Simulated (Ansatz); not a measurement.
# C2H6In (SMILES C[In]C): USVWN5/def2-SVPD (core potential)

What is the electronic atomisation energy of C2H6In at USVWN5/def2-SVPD (core potential)? 

Program for the calculation: Ansatz 0.2.0.

33 further runs of the same task are left out: 33 set aside as unsound or not needed.

### Step 1. The system as given

C2H6In: 9 atoms, total charge 0, spin state doublet. SMILES: `C[In]C`. Geometry: relaxed at PBE0-D4/def2-TZVP.

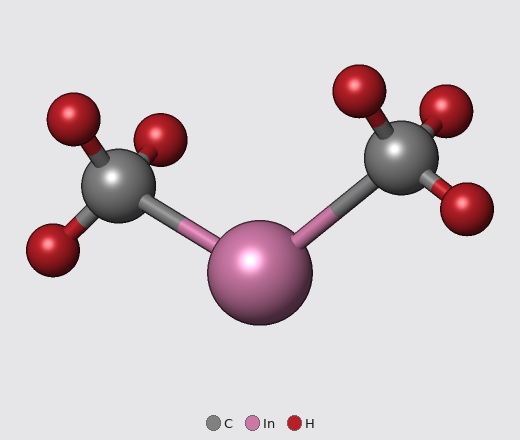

Viewed from a chosen angle; carbon grey, indium pink, hydrogen red.

### Step 2. The energy at USVWN5/def2-SVPD (core potential)

molecule.yaml reads:

```yaml
basis:
  gaussian:
    orbitals: def2-SVPD
crystal:
  periodic: [false, false, false]
  atoms:
    - symbol: C
      position_ang: [0.456290, 1.815870, 0.183390]
    - symbol: In
      position_ang: [0.277560, 0.050300, -1.113490]
    - symbol: C
      position_ang: [-0.450470, -1.814830, -0.206650]
    - symbol: H
      position_ang: [-0.527030, 2.036110, 0.607180]
    - symbol: H
      position_ang: [0.821920, 2.686500, -0.358540]
    - symbol: H
      position_ang: [1.143860, 1.578810, 0.999510]
    - symbol: H
      position_ang: [-1.445190, -1.633350, 0.208840]
    - symbol: H
      position_ang: [-0.500920, -2.628420, -0.928380]
    - symbol: H
      position_ang: [0.223960, -2.091000, 0.608130]
magnetization:
  spin_polarized: true
  initial_magnetization: 1
hamiltonian:
  xc: {name: SVWN5}
accuracy: high
output: {orbitals: {seedname: orbitals}}
```

Started as:

```sh
ansatz run molecule.yaml --threads 1 --pin off --max-ram 3480MiB --events-out events.jsonl --progress --plain --runs-dir runs
```

Standard output:

```text
Warning: RAYON_NUM_THREADS=1 ignored (pool sized by the plan → 1); use --threads N
Functional definition: SVWN5
  name "SVWN5"
  exchange = slater_x
  correlation = vwn5_c
2623 factors; integrals over basis functions are off by at most 2.6e-9 eV
mean field evaluation 1: about -7294.8549 eV, gradient 6.0e1 eV
mean field evaluation 2: about -7235.0703 eV, gradient 9.4e1 eV
mean field evaluation 4: about -7313.2475 eV, gradient 4.2e0 eV
mean field evaluation 8: about -7313.4072 eV, gradient 5.7e-2 eV
mean field evaluation 16: about -7313.4072 eV, gradient 1.2e-5 eV
mean field -7313.40724289 eV, -268.7627589709 hartree, gradient 4.3e-8 eV, S^2 0.750855; 0 other end points of the search recorded, 0 dependent functions left out
reference -7313.40724806 eV, -268.7627591607 hartree; 20, 19 occupied and 100, 101 virtual orbitals, 2623 factors
Total energy: -7313.40724806 eV, -268.7627591607 hartree
```

Wall time 11 s (1 thread of Arm Neoverse V1, shared host); peak memory 0.42 GiB.

### Step 3. The C atom, same level

run.yaml reads:

```yaml
basis:
  gaussian:
    orbitals: def2-SVPD
crystal:
  periodic: [false, false, false]
  atoms:
    - {symbol: C, position_ang: [0.000000, 0.000000, 0.000000]}
magnetization:
  spin_polarized: true
  initial_magnetization: 2
hamiltonian:
  xc: {name: SVWN5}
accuracy: high
```

Run the same way, it converges to -37.42279 Eh (log not shown).

### Step 4. The H atom, same level

run.yaml reads:

```yaml
crystal:
  periodic: [false, false, false]
  atoms:
    - {symbol: H, position_ang: [0.000000, 0.000000, 0.000000]}
basis:
  gaussian: {orbitals: def2-SVPD}
hamiltonian: {xc: {name: SVWN5}}
accuracy: high
magnetization: {spin_polarized: true, initial_magnetization: 1}
```

Started as:

```sh
ansatz run run.yaml --threads 1 --pin off --max-ram 3480MiB --events-out events.jsonl --progress --plain --runs-dir runs
```

Standard output:

```text
Warning: RAYON_NUM_THREADS=1 ignored (pool sized by the plan → 1); use --threads N
[... 4 set-up lines as earlier in the session ...]
33 factors; integrals over basis functions are off by at most 2.1e-9 eV
mean field evaluation 1: about -12.9914 eV, gradient 3.1e-1 eV
mean field evaluation 2: about -12.9926 eV, gradient 3.0e-2 eV
mean field evaluation 4: about -12.9926 eV, gradient 1.3e-5 eV
mean field evaluation 8: about -12.9926 eV, gradient 3.0e-9 eV
mean field -12.99257338 eV, -0.4774682650 hartree, gradient 3.0e-9 eV, S^2 0.750000; 0 other end points of the search recorded, 0 dependent functions left out
reference -12.99257482 eV, -0.4774683181 hartree; 1, 0 occupied and 7, 8 virtual orbitals, 33 factors
Total energy: -12.99257482 eV, -0.4774683181 hartree
```

Run time: 0.08 s. Hardware: 1 thread of Arm Neoverse V1, shared host.

### Step 5. The In atom

job.yaml reads:

```yaml
crystal:
  periodic: [false, false, false]
  atoms:
    - {symbol: In, position_ang: [0.000000, 0.000000, 0.000000]}
basis:
  gaussian: {orbitals: def2-SVPD}
magnetization: {spin_polarized: true, initial_magnetization: 1}
hamiltonian: {xc: {name: SVWN5}}
accuracy: high
```

Run the same way, it converges to -189.79029 Eh (log not shown).

### Step 6. Summary of results

Level: USVWN5/def2-SVPD (core potential).

| quantity | value |
| --- | --- |
| molecule: total energy | -268.76276 Eh |
| molecule: HOMO energy (highest over α and β) | -4.05 eV |
| molecule: LUMO energy (lowest over α and β) | -3.34 eV |
| molecule: ⟨S²⟩ | 0.751 |
| C atom: total energy | -37.42279 Eh |
| C atom: ⟨S²⟩ | 2.003 |
| H atom: total energy | -0.47747 Eh |
| H atom: ⟨S²⟩ | 0.750 |
| In atom: total energy | -189.79029 Eh |
| In atom: ⟨S²⟩ | 0.751 |
| electronic atomisation energy | 34.343 eV |

Taking the molecule apart into free atoms costs 34.34 eV (792 kcal/mol), before zero-point energy and without spin-orbit coupling.
